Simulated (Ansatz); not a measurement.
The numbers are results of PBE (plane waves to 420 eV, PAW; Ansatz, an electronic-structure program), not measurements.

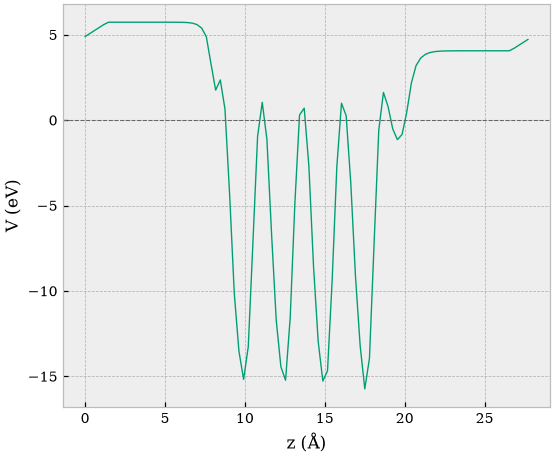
*Plane-averaged electrostatic potential energy along the normal, in eV from the highest filled level, for a constructed model of the (000-1) surface of 4H silicon carbide, C-terminated, (√3x√3)R30° In adatom at T4 (bottom of the slab: 3 H on 3 bottom sites)*

Model: 28-atom slab, 11.7 Å thick at the start with caps and adatoms (thin: gaps and levels are the slab's own), 6x6x1 mesh, Fermi-Dirac 0.025 eV, dipole correction, 6 atoms held, the rest relaxed; symmetry of the start imposed; no spin, no spin-orbit, no U. In PBE it lies 0.12 eV a 1x1 cell over the lowest computed structure of the same composition ((√3x√3)R30° In adatom at H3).

### Question
The surface cell has an area of 24.87 Å². What dipole along the normal does the step between the two vacuum levels imply?

### Answer
the top vacuum level lies 1.67 eV below the bottom one; p = −ε₀ A ΔV (ε₀ = 0.005526 e/(V·Å)) gives 0.23 e·Å a cell.
